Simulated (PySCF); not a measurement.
## Electronic structure of C8H24Si8 (Si8Me8 cubane) in real space

```xyz
40

Si    1.3850    1.5376    0.1509
C     2.6512    2.9388    0.2893
Si   -0.9599    1.7471    0.5827
C    -1.8295    3.3436    1.1135
Si   -1.4349    0.5133   -1.4111
C    -2.7516    0.9668   -2.6944
Si    0.9088    0.3013   -1.8406
C     1.7486    0.5610   -3.5184
Si    0.9570   -1.7385   -0.5887
C     1.8414   -3.3269   -1.1205
Si    1.4331   -0.5010    1.4025
C     2.7382   -0.9773    2.6894
Si   -0.9104   -0.2912    1.8347
C    -1.7513   -0.5727    3.5083
Si   -1.3863   -1.5258   -0.1584
C    -2.6610   -2.9202   -0.2881
H     2.3905    3.7638   -0.3910
H     3.6570    2.5767    0.0262
H     2.6816    3.3324    1.3168
H    -2.9083    3.1686    1.2455
H    -1.4181    3.7095    2.0669
H    -1.6958    4.1281    0.3529
H    -3.7505    0.9833   -2.2319
H    -2.7601    0.2311   -3.5131
H    -2.5501    1.9608   -3.1226
H     1.3373   -0.1350   -4.2654
H     2.8317    0.3824   -3.4372
H     1.5908    1.5894   -3.8772
H     1.7167   -4.1114   -0.3584
H     2.9179   -3.1418   -1.2558
H     1.4304   -3.6981   -2.0717
H     2.7547   -0.2473    3.5135
H     2.5176   -1.9707    3.1092
H     3.7389   -1.0085    2.2319
H    -2.8374   -0.4146    3.4240
H    -1.3560    0.1240    4.2632
H    -1.5758   -1.6014    3.8590
H    -2.4004   -3.7458    0.3916
H    -3.6635   -2.5530   -0.0199
H    -2.6997   -3.3153   -1.3148
```

Geometry: PBE0-D3(BJ)/def2-SVP.

Level of theory: PBE0/pcSseg-1, SCF density, gas phase, non-relativistic (PySCF 2.14.0).

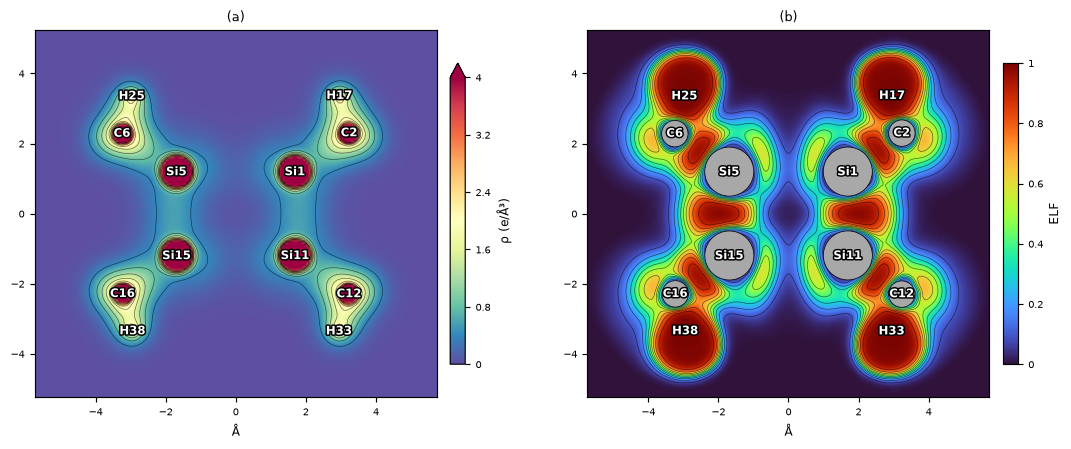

Figure 1. (a) electron density; (b) electron localisation function on the plane of atoms C6, Si5 and Si15. Grey discs cover the atomic cores in the ELF map.

Read the bonding off the picture.

- Atoms in the plane: Si, C and H.
- C–Si (1.89 Å): ρ is about 0.89 e/Å³ halfway; the ELF peaks at about 0.95 between the atoms; a covalent bond.
- Si–Si (2.39 Å): ρ is about 0.57 e/Å³ halfway; the ELF peaks at about 0.95 between the atoms; localised, covalent bonding.
- C–H (1.10 Å): the density is about 1.9 e/Å³ at the midpoint; the ELF climbs to about 1 towards the hydrogen, as it does in any bond to H (an ordinary covalent bond to hydrogen).

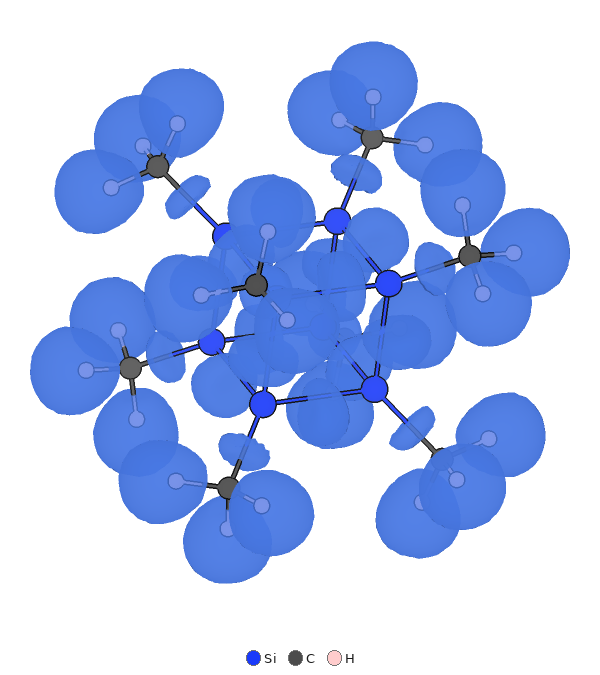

Figure 2. Isosurface of the electron localisation function at 0.85 (blue), seen at a tilt. Core shells and regions of very low density are left out.

What do the ELF domains correspond to?

At this value the surface marks out eight regions between bonded C–Si atoms (shared pairs), twelve regions between bonded Si–Si atoms (shared pairs) and 24 regions around hydrogen nuclei.

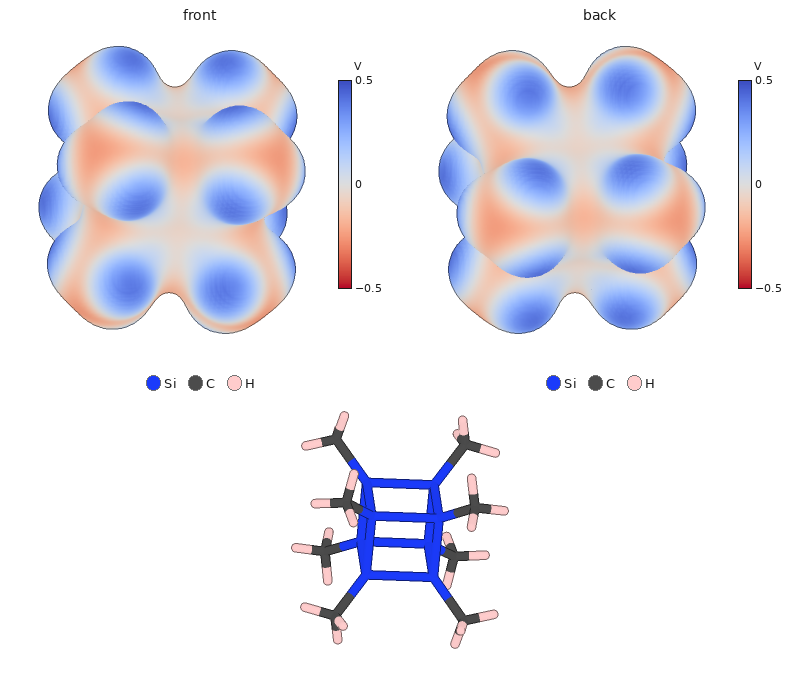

Figure 3. The electrostatic potential painted on the density surface at 0.001 e/bohr³, seen from the front and from behind; the colour scale runs from red (negative) to blue (positive). The bare structure is drawn below in the same view.

Describe the electrostatic potential map.

The most negative region (about −0.2 V) lies over the C atoms, the most positive (about +0.4 V, or +9 kcal/mol for a unit charge) over the H atoms.

What dipole moment does the calculation give?

Its dipole moment is zero.
